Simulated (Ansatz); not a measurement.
How far to go with the plane-wave cutoff: WC (P3m1, 2 atoms in the cell)

```
CELL_PARAMETERS angstrom
      1.46227    -2.53274     0.00000
      1.46227     2.53274     0.00000
      0.00000     0.00000     2.85420
ATOMIC_POSITIONS crystal
  W  0.00000 0.00000 0.01752
  C  0.33333 0.66667 0.50000
```

Level of theory: LDA (PW92), PAW files made with PBE (plane waves; Ansatz, a first-principles code).

Base settings: basis.ecutwfc = 420 eV; kpoints.mp_grid.grid = 13 13 12; hamiltonian.xc = lda; hamiltonian.pseudopotentials = {kind: paw} (the program's default PAW files); scf.occupations.method = gaussian; scf.occupations.width = 0.1 eV.

The second cell is the first with its lattice scaled by 0.98.

The mesh stays at the base's, so the ladder's end is converged at best in this setting alone.

The first pressure column holds Ansatz's estimate of the finite-basis (Pulay) stress, which hides part of the cutoff error; the other is without it.

Only quantities that move along the ladder and can be compared are tabulated.

The count of work is k-points × plane waves × bands × iterations; it is no time. 

The starting cell has typed, rounded lattice constants, without a prior relaxation at this level. Its lattice was rescaled by up to half a per cent. One atom was moved a little off its site on purpose. Spin polarisation is off. In the base run, with a pressure of about -16 GPa the cell is away from its equilibrium volume at this level.

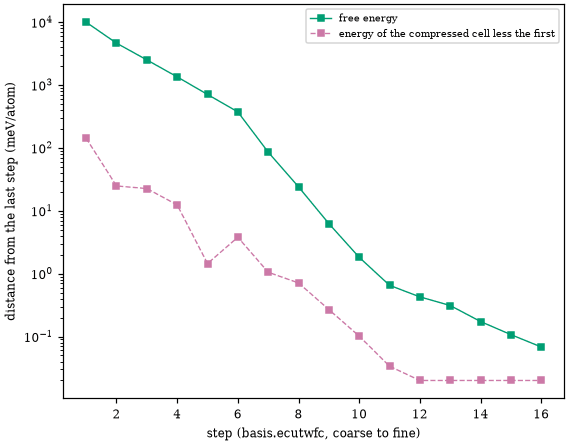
*Distance from the last step along the ladder; very small values are drawn at a floor.*

| basis.ecutwfc | free energy less the last step's (meV/atom) | energy of the compressed cell less the first (meV/atom) | pressure (GPa) | pressure without the Pulay estimate (GPa) | largest difference of a force vector from the last step's (eV/Å) | count of work / last |
|---|---|---|---|---|---|---|
| 145 eV | 10004.08 | 125.24 | 6.65 | -451.63 | 0.901 | 0.054 |
| 170 eV | 4645.78 | -42.37 | -22.98 | -267.06 | 0.623 | 0.071 |
| 190 eV | 2514.68 | -40.09 | -23.82 | -172.32 | 0.213 | 0.094 |
| 210 eV | 1350.24 | -29.93 | -19.14 | -110.05 | 0.049 | 0.094 |
| 230 eV | 709.58 | -18.95 | -17.67 | -70.63 | 0.104 | 0.11 |
| 250 eV | 374.21 | -21.30 | -16.82 | -47.37 | 0.074 | 0.13 |
| 295 eV | 85.74 | -16.45 | -15.78 | -24.13 | 0.009 | 0.15 |
| 335 eV | 24.05 | -16.79 | -15.94 | -18.42 | 0.002 | 0.20 |
| 380 eV | 6.26 | -17.24 | -16.07 | -16.80 | 0.001 | 0.25 |
| 420 eV | 1.82 | -17.40 | -16.11 | -16.35 | 0.000 | 0.26 |
| 460 eV | 0.65 | -17.47 | -16.13 | -16.18 | 0.000 | 0.30 |
| 505 eV | 0.43 | -17.49 | -16.13 | -16.14 | 0.000 | 0.35 |
| 565 eV | 0.31 | -17.49 | -16.13 | -16.14 | 0.000 | 0.41 |
| 630 eV | 0.17 | -17.49 | -16.13 | -16.14 | 0.000 | 0.49 |
| 735 eV | 0.11 | -17.50 | -16.13 | -16.13 | 0.000 | 0.61 |
| 840 eV | 0.07 | -17.50 | -16.13 | -16.14 | 0.000 | 0.76 |
| 1010 eV | 0.00 | -17.50 | -16.13 | -16.14 | 0.000 | 1.0 |

Coarsest basis.ecutwfc that holds the pressure without the Pulay estimate within 0.5 GPa of the last step, with all finer ones: 420 eV, at 0.26 of the last step's count of work; the step before is off by 0.66 GPa.

Coarsest basis.ecutwfc that holds the free energy within 1 meV/atom of the last step, with all finer ones: 460 eV, at 0.30 of the last step's count of work; the step before is off by 1.8 meV/atom.

Coarsest basis.ecutwfc that holds the pressure within 0.05 GPa of the last step, with all finer ones: 420 eV, at 0.26 of the last step's count of work; the step before is off by 0.07 GPa.

The energy difference between the two cells stays within 1 meV/atom of the last step's from 335 eV on, the total only from 460 eV on: much of the error is common to both cells and cancels.

At the lowest cutoff the pressure without the Pulay estimate lies 435 GPa under the last step's, the usual sign of Pulay stress in an incomplete plane-wave basis.

Keys are those of Ansatz 0.2.
